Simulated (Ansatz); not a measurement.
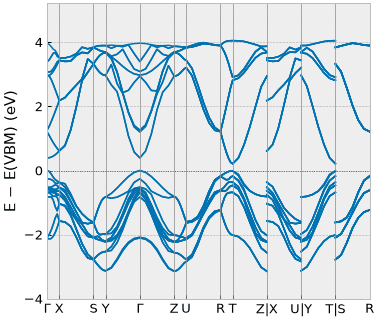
Band structure from the program Ansatz at the r²SCAN with spin–orbit coupling level (PAW)

### Question
Read off the gap and where the band edges lie.

### Answer
About 0.2 eV (0.21 eV by a search for the band edges); maximum at Γ, minimum at T.

The material is LaN in space group Pnma (No. 62; La on 4c, N on 4c).

The start of the workflow was typed in or built on a structure type; neither database checked (COD, Materials Project) lists it. COD files the formula under space group No. 225. Its standing as an ambient phase is unchecked. The cell was relaxed with r²SCAN under the symmetry of its start; its stability against distortions is not shown here.

Potentials: the earlier of the program's two PAW sets.
